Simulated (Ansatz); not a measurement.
## Run report: C2H5NSi, molecular dynamics (part 1 of 4)

The run: molecular dynamics of C2H5NSi. Method and program: RKS PBE0-D4/def2-mTZVP (Ansatz 0.2.0).

It belongs to a series of runs on one base structure; here: dynamics from the highest image of the converged band. Figures and captions count atoms from 1; the log counts them from 0 in places.

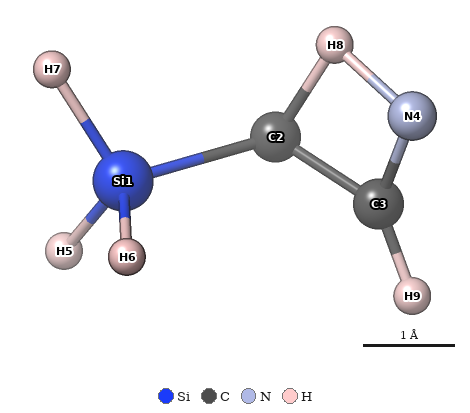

Fig. 1: The input geometry (ball-and-stick view, seen at a tilt; atoms are numbered from 1 in the order of the input). Bond lengths as drawn: C–C 1.41 Å, C–H 1.08 to 1.35 Å, C–N 1.28 Å, C–Si 1.89 Å, H–N 1.28 Å and H–Si 1.48 to 1.49 Å.

### Results in brief

```csv
quantity,value
outcome,finished
mean temperature over the second half,1097 K
trajectory,"200 steps, 100 fs"
ensemble,nve
temperature in the input,100.0 K
time step,0.5 fs
potential energy (last step),−11511.6850 eV
mean-field energy (last step),−11511.5406 eV
largest force (length of the vector) (last step),4.260 eV/Å
hardware,"2 threads of Intel Xeon @ 2.60GHz (Ice Lake), 24 GiB of memory available, shared host"
wall time,5.7 min (CPU time 11 min)
peak memory,0.19 GiB
```

### Notes

So short a trajectory is not equilibrated.

### The input
```yaml
crystal:
  periodic: [false, false, false]
  atoms:
    - { symbol: Si, position_ang: [-0.572652, 0.93031, -0.723554] }
    - { symbol: C, position_ang: [0.037557, -0.798919, -0.264279] }
    - { symbol: C, position_ang: [0.285689, -1.089497, 1.089626] }
    - { symbol: "N", position_ang: [1.549523, -1.0192, 0.869692] }
    - { symbol: H, position_ang: [-2.037383, 0.75287, -0.926886] }
    - { symbol: H, position_ang: [-0.345034, 1.990673, 0.302897] }
    - { symbol: H, position_ang: [0.060633, 1.350709, -1.998036] }
    - { symbol: H, position_ang: [1.363087, -1.029433, -0.39263] }
    - { symbol: H, position_ang: [-0.25292, -1.133815, 2.02617] }
basis:
  gaussian: { orbitals: def2-mTZVP }
hamiltonian:
  xc: pbe0
  dispersion: d4
md:
  timestep: 0.5
  n_steps: 200
  ensemble: nve
  temperature: 100.0
  initial_velocities: maxwell_boltzmann
  seed: 8146
```

Launch command:
```bash
ansatz run input.yaml --threads 2 --pin off --max-ram 3072MiB --backend cpu --events-out ev --progress --plain --runs-dir out
```

### Output
```
Engine: ansatz 0.2.0, x86_64-unknown-linux-gnu
Functional definition: PBE0
  parameter a = 0.25
  parameter kappa = 0.804
  parameter beta = 0.06672455060314922
  exchange = (1 - a)*pbe_x(kappa = kappa, mu = beta*pi^2/3) + a*exact_x
  correlation = pbe_c(beta = beta)
934 factors; integrals over basis functions are off by at most 7.7e-4 eV
mean field evaluation 1: about -11507.3000 eV, gradient 3.9e1 eV
mean field evaluation 2: about -11505.1822 eV, gradient 4.9e1 eV
mean field evaluation 4: about -11510.9647 eV, gradient 5.3e0 eV
mean field evaluation 8: about -11511.0889 eV, gradient 1.2e-1 eV
mean field evaluation 16: about -11511.0890 eV, gradient 4.4e-5 eV
mean field -11511.08896745 eV, -423.0247170574 hartree, gradient 4.4e-5 eV, S^2 0.000000; 0 other end points of the search recorded, 0 dependent functions left out
the calculation of the forces begins
reference -11511.08899705 eV, -423.0247181453 hartree; 19, 19 occupied and 75, 75 virtual orbitals, 934 factors
md step     0: t =     0.00 fs  T =   100.0 K  F+E_penalty+E_count = -11511.23176535 eV  E_kin = 0.090482 eV  conserved = -11511.14128335 eV  (28 SCF iters)
these checks for a lower state are left out or cut short: starts, cluster_reference, orbital_swaps, neighbouring_geometries, increment
934 factors; integrals over basis functions are off by at most 7.7e-4 eV
mean field -11511.08774494 eV, -423.0246721310 hartree, gradient 1.1e-5 eV, S^2 0.000000; 0 other end points of the search recorded, 0 dependent functions left out
the calculation of the forces begins
reference -11511.08777455 eV, -423.0246732192 hartree; 19, 19 occupied and 75, 75 virtual orbitals, 934 factors
md step     1: t =     0.50 fs  T =    98.7 K  F+E_penalty+E_count = -11511.23054265 eV  E_kin = 0.089266 eV  conserved = -11511.14127713 eV  (28 SCF iters)
[... from here on the SCF iterations and repeated set-up lines of each step are left out, up to the last step ...]
md step     2: t =     1.00 fs  T =    94.9 K  F+E_penalty+E_count = -11511.22712786 eV  E_kin = 0.085876 eV  conserved = -11511.14125166 eV  (28 SCF iters)
md step     3: t =     1.50 fs  T =    89.2 K  F+E_penalty+E_count = -11511.22193809 eV  E_kin = 0.080727 eV  conserved = -11511.14121085 eV  (28 SCF iters)
md step     4: t =     2.00 fs  T =    82.3 K  F+E_penalty+E_count = -11511.21562999 eV  E_kin = 0.074468 eV  conserved = -11511.14116159 eV  (28 SCF iters)
md step     5: t =     2.50 fs  T =    75.0 K  F+E_penalty+E_count = -11511.20899070 eV  E_kin = 0.067878 eV  conserved = -11511.14111226 eV  (27 SCF iters)
md step     6: t =     3.00 fs  T =    68.2 K  F+E_penalty+E_count = -11511.20280511 eV  E_kin = 0.061734 eV  conserved = -11511.14107107 eV  (27 SCF iters)
md step     7: t =     3.50 fs  T =    62.6 K  F+E_penalty+E_count = -11511.19772733 eV  E_kin = 0.056683 eV  conserved = -11511.14104417 eV  (27 SCF iters)
md step     8: t =     4.00 fs  T =    58.7 K  F+E_penalty+E_count = -11511.19418480 eV  E_kin = 0.053150 eV  conserved = -11511.14103432 eV  (27 SCF iters)
md step     9: t =     4.50 fs  T =    56.7 K  F+E_penalty+E_count = -11511.19233517 eV  E_kin = 0.051295 eV  conserved = -11511.14104060 eV  (27 SCF iters)
md step    10: t =     5.00 fs  T =    56.4 K  F+E_penalty+E_count = -11511.19208139 eV  E_kin = 0.051023 eV  conserved = -11511.14105888 eV  (27 SCF iters)
md step    11: t =     5.50 fs  T =    57.5 K  F+E_penalty+E_count = -11511.19313577 eV  E_kin = 0.052052 eV  conserved = -11511.14108333 eV  (27 SCF iters)
md step    12: t =     6.00 fs  T =    59.7 K  F+E_penalty+E_count = -11511.19511041 eV  E_kin = 0.054002 eV  conserved = -11511.14110823 eV  (27 SCF iters)
md step    13: t =     6.50 fs  T =    62.4 K  F+E_penalty+E_count = -11511.19760730 eV  E_kin = 0.056478 eV  conserved = -11511.14112919 eV  (27 SCF iters)
md step    14: t =     7.00 fs  T =    65.4 K  F+E_penalty+E_count = -11511.20028769 eV  E_kin = 0.059144 eV  conserved = -11511.14114380 eV  (27 SCF iters)
md step    15: t =     7.50 fs  T =    68.3 K  F+E_penalty+E_count = -11511.20291124 eV  E_kin = 0.061760 eV  conserved = -11511.14115133 eV  (28 SCF iters)
md step    16: t =     8.00 fs  T =    71.0 K  F+E_penalty+E_count = -11511.20534947 eV  E_kin = 0.064198 eV  conserved = -11511.14115190 eV  (28 SCF iters)
md step    17: t =     8.50 fs  T =    73.4 K  F+E_penalty+E_count = -11511.20758570 eV  E_kin = 0.066440 eV  conserved = -11511.14114567 eV  (28 SCF iters)
md step    18: t =     9.00 fs  T =    75.8 K  F+E_penalty+E_count = -11511.20971336 eV  E_kin = 0.068581 eV  conserved = -11511.14113259 eV  (28 SCF iters)
md step    19: t =     9.50 fs  T =    78.3 K  F+E_penalty+E_count = -11511.21193747 eV  E_kin = 0.070825 eV  conserved = -11511.14111259 eV  (28 SCF iters)
md step    20: t =    10.00 fs  T =    81.2 K  F+E_penalty+E_count = -11511.21457599 eV  E_kin = 0.073490 eV  conserved = -11511.14108624 eV  (29 SCF iters)
md step    21: t =    10.50 fs  T =    85.1 K  F+E_penalty+E_count = -11511.21805169 eV  E_kin = 0.076997 eV  conserved = -11511.14105516 eV  (28 SCF iters)
md step    22: t =    11.00 fs  T =    90.5 K  F+E_penalty+E_count = -11511.22286677 eV  E_kin = 0.081845 eV  conserved = -11511.14102221 eV  (28 SCF iters)
md step    23: t =    11.50 fs  T =    97.9 K  F+E_penalty+E_count = -11511.22955818 eV  E_kin = 0.088566 eV  conserved = -11511.14099180 eV  (27 SCF iters)
md step    24: t =    12.00 fs  T =   107.9 K  F+E_penalty+E_count = -11511.23863555 eV  E_kin = 0.097667 eV  conserved = -11511.14096869 eV  (33 SCF iters)
md step    25: t =    12.50 fs  T =   121.1 K  F+E_penalty+E_count = -11511.25051217 eV  E_kin = 0.109555 eV  conserved = -11511.14095747 eV  (33 SCF iters)
md step    26: t =    13.00 fs  T =   137.6 K  F+E_penalty+E_count = -11511.26543786 eV  E_kin = 0.124475 eV  conserved = -11511.14096261 eV  (33 SCF iters)
md step    27: t =    13.50 fs  T =   157.4 K  F+E_penalty+E_count = -11511.28344018 eV  E_kin = 0.142453 eV  conserved = -11511.14098732 eV  (33 SCF iters)
md step    28: t =    14.00 fs  T =   180.4 K  F+E_penalty+E_count = -11511.30428464 eV  E_kin = 0.163251 eV  conserved = -11511.14103351 eV  (34 SCF iters)
md step    29: t =    14.50 fs  T =   206.0 K  F+E_penalty+E_count = -11511.32746319 eV  E_kin = 0.186364 eV  conserved = -11511.14109903 eV  (34 SCF iters)
md step    30: t =    15.00 fs  T =   233.3 K  F+E_penalty+E_count = -11511.35223692 eV  E_kin = 0.211061 eV  conserved = -11511.14117600 eV  (34 SCF iters)
md step    31: t =    15.50 fs  T =   261.4 K  F+E_penalty+E_count = -11511.37776178 eV  E_kin = 0.236513 eV  conserved = -11511.14124841 eV  (33 SCF iters)
md step    32: t =    16.00 fs  T =   289.6 K  F+E_penalty+E_count = -11511.40332213 eV  E_kin = 0.262029 eV  conserved = -11511.14129287 eV  (33 SCF iters)
md step    33: t =    16.50 fs  T =   317.6 K  F+E_penalty+E_count = -11511.42865106 eV  E_kin = 0.287365 eV  conserved = -11511.14128578 eV  (33 SCF iters)
md step    34: t =    17.00 fs  T =   345.9 K  F+E_penalty+E_count = -11511.45421786 eV  E_kin = 0.312996 eV  conserved = -11511.14122169 eV  (33 SCF iters)
md step    35: t =    17.50 fs  T =   375.9 K  F+E_penalty+E_count = -11511.48122509 eV  E_kin = 0.340090 eV  conserved = -11511.14113480 eV  (32 SCF iters)
md step    36: t =    18.00 fs  T =   408.9 K  F+E_penalty+E_count = -11511.51104873 eV  E_kin = 0.369950 eV  conserved = -11511.14109873 eV  (33 SCF iters)
md step    37: t =    18.50 fs  T =   445.4 K  F+E_penalty+E_count = -11511.54417594 eV  E_kin = 0.402988 eV  conserved = -11511.14118749 eV  (34 SCF iters, 3 dispersion substeps)
md step    38: t =    19.00 fs  T =   483.9 K  F+E_penalty+E_count = -11511.57922365 eV  E_kin = 0.437809 eV  conserved = -11511.14141506 eV  (31 SCF iters, 3 dispersion substeps)
md step    39: t =    19.50 fs  T =   520.7 K  F+E_penalty+E_count = -11511.61282667 eV  E_kin = 0.471114 eV  conserved = -11511.14171298 eV  (35 SCF iters, 3 dispersion substeps)
md step    40: t =    20.00 fs  T =   551.2 K  F+E_penalty+E_count = -11511.64071108 eV  E_kin = 0.498745 eV  conserved = -11511.14196576 eV  (35 SCF iters, 3 dispersion substeps)
md step    41: t =    20.50 fs  T =   571.7 K  F+E_penalty+E_count = -11511.65940911 eV  E_kin = 0.517329 eV  conserved = -11511.14207987 eV  (35 SCF iters, 3 dispersion substeps)
md step    42: t =    21.00 fs  T =   580.9 K  F+E_penalty+E_count = -11511.66763003 eV  E_kin = 0.525601 eV  conserved = -11511.14202905 eV  (35 SCF iters, 3 dispersion substeps)
md step    43: t =    21.50 fs  T =   580.0 K  F+E_penalty+E_count = -11511.66662992 eV  E_kin = 0.524778 eV  conserved = -11511.14185164 eV  (35 SCF iters, 3 dispersion substeps)
md step    44: t =    22.00 fs  T =   572.5 K  F+E_penalty+E_count = -11511.65960419 eV  E_kin = 0.517985 eV  conserved = -11511.14161913 eV  (34 SCF iters, 3 dispersion substeps)
md step    45: t =    22.50 fs  T =   562.7 K  F+E_penalty+E_count = -11511.65055492 eV  E_kin = 0.509150 eV  conserved = -11511.14140531 eV  (34 SCF iters, 3 dispersion substeps)
md step    46: t =    23.00 fs  T =   554.6 K  F+E_penalty+E_count = -11511.64310448 eV  E_kin = 0.501836 eV  conserved = -11511.14126841 eV  (34 SCF iters, 3 dispersion substeps)
md step    47: t =    23.50 fs  T =   550.7 K  F+E_penalty+E_count = -11511.63954925 eV  E_kin = 0.498305 eV  conserved = -11511.14124381 eV  (34 SCF iters, 3 dispersion substeps)
md step    48: t =    24.00 fs  T =   551.4 K  F+E_penalty+E_count = -11511.64028667 eV  E_kin = 0.498947 eV  conserved = -11511.14134005 eV  (34 SCF iters, 3 dispersion substeps)
md step    49: t =    24.50 fs  T =   555.0 K  F+E_penalty+E_count = -11511.64368880 eV  E_kin = 0.502155 eV  conserved = -11511.14153349 eV  (34 SCF iters, 3 dispersion substeps)
md step    50: t =    25.00 fs  T =   557.8 K  F+E_penalty+E_count = -11511.64651392 eV  E_kin = 0.504753 eV  conserved = -11511.14176060 eV  (35 SCF iters, 3 dispersion substeps)
md step    51: t =    25.50 fs  T =   556.0 K  F+E_penalty+E_count = -11511.64495464 eV  E_kin = 0.503036 eV  conserved = -11511.14191833 eV  (35 SCF iters, 3 dispersion substeps)
md step    52: t =    26.00 fs  T =   546.4 K  F+E_penalty+E_count = -11511.63626981 eV  E_kin = 0.494377 eV  conserved = -11511.14189303 eV  (35 SCF iters, 3 dispersion substeps)
md step    53: t =    26.50 fs  T =   529.3 K  F+E_penalty+E_count = -11511.62052313 eV  E_kin = 0.478896 eV  conserved = -11511.14162739 eV  (34 SCF iters, 3 dispersion substeps)
md step    54: t =    27.00 fs  T =   508.6 K  F+E_penalty+E_count = -11511.60140730 eV  E_kin = 0.460209 eV  conserved = -11511.14119806 eV  (35 SCF iters, 3 dispersion substeps)
md step    55: t =    27.50 fs  T =   491.0 K  F+E_penalty+E_count = -11511.58505860 eV  E_kin = 0.444237 eV  conserved = -11511.14082152 eV  (35 SCF iters, 3 dispersion substeps)
md step    56: t =    28.00 fs  T =   482.0 K  F+E_penalty+E_count = -11511.57686984 eV  E_kin = 0.436143 eV  conserved = -11511.14072656 eV  (30 SCF iters, 3 dispersion substeps)
md step    57: t =    28.50 fs  T =   483.2 K  F+E_penalty+E_count = -11511.57818677 eV  E_kin = 0.437214 eV  conserved = -11511.14097230 eV  (35 SCF iters, 3 dispersion substeps)
md step    58: t =    29.00 fs  T =   490.8 K  F+E_penalty+E_count = -11511.58545445 eV  E_kin = 0.444057 eV  conserved = -11511.14139696 eV  (35 SCF iters, 3 dispersion substeps)
md step    59: t =    29.50 fs  T =   498.2 K  F+E_penalty+E_count = -11511.59253339 eV  E_kin = 0.450779 eV  conserved = -11511.14175453 eV  (35 SCF iters, 3 dispersion substeps)
md step    60: t =    30.00 fs  T =   500.0 K  F+E_penalty+E_count = -11511.59428311 eV  E_kin = 0.452394 eV  conserved = -11511.14188919 eV  (35 SCF iters, 3 dispersion substeps)
md step    61: t =    30.50 fs  T =   494.1 K  F+E_penalty+E_count = -11511.58891136 eV  E_kin = 0.447116 eV  conserved = -11511.14179501 eV  (35 SCF iters, 3 dispersion substeps)
md step    62: t =    31.00 fs  T =   482.5 K  F+E_penalty+E_count = -11511.57813260 eV  E_kin = 0.436569 eV  conserved = -11511.14156368 eV  (35 SCF iters, 3 dispersion substeps)
md step    63: t =    31.50 fs  T =   469.2 K  F+E_penalty+E_count = -11511.56580900 eV  E_kin = 0.424501 eV  conserved = -11511.14130755 eV  (35 SCF iters, 3 dispersion substeps)
md step    64: t =    32.00 fs  T =   458.8 K  F+E_penalty+E_count = -11511.55620080 eV  E_kin = 0.415087 eV  conserved = -11511.14111367 eV  (35 SCF iters, 3 dispersion substeps)
md step    65: t =    32.50 fs  T =   454.8 K  F+E_penalty+E_count = -11511.55255856 eV  E_kin = 0.411527 eV  conserved = -11511.14103120 eV  (35 SCF iters, 3 dispersion substeps)
md step    66: t =    33.00 fs  T =   458.9 K  F+E_penalty+E_count = -11511.55629468 eV  E_kin = 0.415219 eV  conserved = -11511.14107609 eV  (35 SCF iters, 3 dispersion substeps)
md step    67: t =    33.50 fs  T =   470.2 K  F+E_penalty+E_count = -11511.56670881 eV  E_kin = 0.425475 eV  conserved = -11511.14123402 eV  (35 SCF iters, 3 dispersion substeps)
md step    68: t =    34.00 fs  T =   486.0 K  F+E_penalty+E_count = -11511.58121257 eV  E_kin = 0.439750 eV  conserved = -11511.14146226 eV  (35 SCF iters, 3 dispersion substeps)
md step    69: t =    34.50 fs  T =   502.1 K  F+E_penalty+E_count = -11511.59602648 eV  E_kin = 0.454335 eV  conserved = -11511.14169136 eV  (35 SCF iters, 3 dispersion substeps)
md step    70: t =    35.00 fs  T =   514.4 K  F+E_penalty+E_count = -11511.60729837 eV  E_kin = 0.465461 eV  conserved = -11511.14183713 eV  (35 SCF iters, 3 dispersion substeps)
md step    71: t =    35.50 fs  T =   520.1 K  F+E_penalty+E_count = -11511.61242696 eV  E_kin = 0.470594 eV  conserved = -11511.14183259 eV  (35 SCF iters, 3 dispersion substeps)
md step    72: t =    36.00 fs  T =   518.8 K  F+E_penalty+E_count = -11511.61109954 eV  E_kin = 0.469428 eV  conserved = -11511.14167144 eV  (35 SCF iters, 3 dispersion substeps)
md step    73: t =    36.50 fs  T =   512.8 K  F+E_penalty+E_count = -11511.60540146 eV  E_kin = 0.463968 eV  conserved = -11511.14143357 eV  (35 SCF iters, 3 dispersion substeps)
md step    74: t =    37.00 fs  T =   505.5 K  F+E_penalty+E_count = -11511.59865487 eV  E_kin = 0.457402 eV  conserved = -11511.14125268 eV  (30 SCF iters, 3 dispersion substeps)
md step    75: t =    37.50 fs  T =   499.8 K  F+E_penalty+E_count = -11511.59348125 eV  E_kin = 0.452252 eV  conserved = -11511.14122908 eV  (35 SCF iters, 3 dispersion substeps)
md step    76: t =    38.00 fs  T =   496.2 K  F+E_penalty+E_count = -11511.59033694 eV  E_kin = 0.448981 eV  conserved = -11511.14135626 eV  (35 SCF iters, 3 dispersion substeps)
md step    77: t =    38.50 fs  T =   492.9 K  F+E_penalty+E_count = -11511.58755909 eV  E_kin = 0.446027 eV  conserved = -11511.14153259 eV  (34 SCF iters, 3 dispersion substeps)
md step    78: t =    39.00 fs  T =   487.5 K  F+E_penalty+E_count = -11511.58278275 eV  E_kin = 0.441140 eV  conserved = -11511.14164269 eV  (35 SCF iters, 3 dispersion substeps)
md step    79: t =    39.50 fs  T =   478.5 K  F+E_penalty+E_count = -11511.57459776 eV  E_kin = 0.432967 eV  conserved = -11511.14163032 eV  (34 SCF iters, 3 dispersion substeps)
md step    80: t =    40.00 fs  T =   466.3 K  F+E_penalty+E_count = -11511.56339365 eV  E_kin = 0.421882 eV  conserved = -11511.14151140 eV  (35 SCF iters, 3 dispersion substeps)
md step    81: t =    40.50 fs  T =   452.9 K  F+E_penalty+E_count = -11511.55115548 eV  E_kin = 0.409813 eV  conserved = -11511.14134255 eV  (34 SCF iters, 3 dispersion substeps)
md step    82: t =    41.00 fs  T =   441.5 K  F+E_penalty+E_count = -11511.54063177 eV  E_kin = 0.399449 eV  conserved = -11511.14118323 eV  (33 SCF iters, 3 dispersion substeps)
md step    83: t =    41.50 fs  T =   434.7 K  F+E_penalty+E_count = -11511.53441917 eV  E_kin = 0.393343 eV  conserved = -11511.14107585 eV  (34 SCF iters, 3 dispersion substeps)
md step    84: t =    42.00 fs  T =   434.6 K  F+E_penalty+E_count = -11511.53428818 eV  E_kin = 0.393246 eV  conserved = -11511.14104182 eV  (33 SCF iters, 3 dispersion substeps)
md step    85: t =    42.50 fs  T =   441.8 K  F+E_penalty+E_count = -11511.54083346 eV  E_kin = 0.399748 eV  conserved = -11511.14108512 eV  (33 SCF iters, 3 dispersion substeps)
md step    86: t =    43.00 fs  T =   455.6 K  F+E_penalty+E_count = -11511.55341121 eV  E_kin = 0.412216 eV  conserved = -11511.14119514 eV  (33 SCF iters, 3 dispersion substeps)
md step    87: t =    43.50 fs  T =   474.1 K  F+E_penalty+E_count = -11511.57032653 eV  E_kin = 0.428981 eV  conserved = -11511.14134588 eV  (33 SCF iters, 3 dispersion substeps)
md step    88: t =    44.00 fs  T =   494.9 K  F+E_penalty+E_count = -11511.58928320 eV  E_kin = 0.447791 eV  conserved = -11511.14149196 eV  (33 SCF iters, 3 dispersion substeps)
md step    89: t =    44.50 fs  T =   515.6 K  F+E_penalty+E_count = -11511.60813166 eV  E_kin = 0.466561 eV  conserved = -11511.14157038 eV  (33 SCF iters, 3 dispersion substeps)
md step    90: t =    45.00 fs  T =   535.3 K  F+E_penalty+E_count = -11511.62585364 eV  E_kin = 0.484334 eV  conserved = -11511.14151954 eV  (33 SCF iters, 3 dispersion substeps)
md step    91: t =    45.50 fs  T =   555.0 K  F+E_penalty+E_count = -11511.64346430 eV  E_kin = 0.502144 eV  conserved = -11511.14132002 eV  (33 SCF iters, 3 dispersion substeps)
md step    92: t =    46.00 fs  T =   578.2 K  F+E_penalty+E_count = -11511.66420828 eV  E_kin = 0.523169 eV  conserved = -11511.14103969 eV  (28 SCF iters, 3 dispersion substeps)
md step    93: t =    46.50 fs  T =   609.6 K  F+E_penalty+E_count = -11511.69242921 eV  E_kin = 0.551595 eV  conserved = -11511.14083376 eV  (33 SCF iters, 3 dispersion substeps)
md step    94: t =    47.00 fs  T =   652.4 K  F+E_penalty+E_count = -11511.73120455 eV  E_kin = 0.590343 eV  conserved = -11511.14086189 eV  (33 SCF iters, 3 dispersion substeps)
md step    95: t =    47.50 fs  T =   706.0 K  F+E_penalty+E_count = -11511.78001331 eV  E_kin = 0.638847 eV  conserved = -11511.14116584 eV  (33 SCF iters, 3 dispersion substeps)
md step    96: t =    48.00 fs  T =   765.4 K  F+E_penalty+E_count = -11511.83418086 eV  E_kin = 0.692557 eV  conserved = -11511.14162409 eV  (33 SCF iters, 3 dispersion substeps)
md step    97: t =    48.50 fs  T =   823.0 K  F+E_penalty+E_count = -11511.88671492 eV  E_kin = 0.744679 eV  conserved = -11511.14203553 eV  (33 SCF iters, 3 dispersion substeps)
md step    98: t =    49.00 fs  T =   872.1 K  F+E_penalty+E_count = -11511.93131674 eV  E_kin = 0.789066 eV  conserved = -11511.14225087 eV  (33 SCF iters, 3 dispersion substeps)
md step    99: t =    49.50 fs  T =   908.9 K  F+E_penalty+E_count = -11511.96466029 eV  E_kin = 0.822421 eV  conserved = -11511.14223900 eV  (33 SCF iters, 3 dispersion substeps)
```
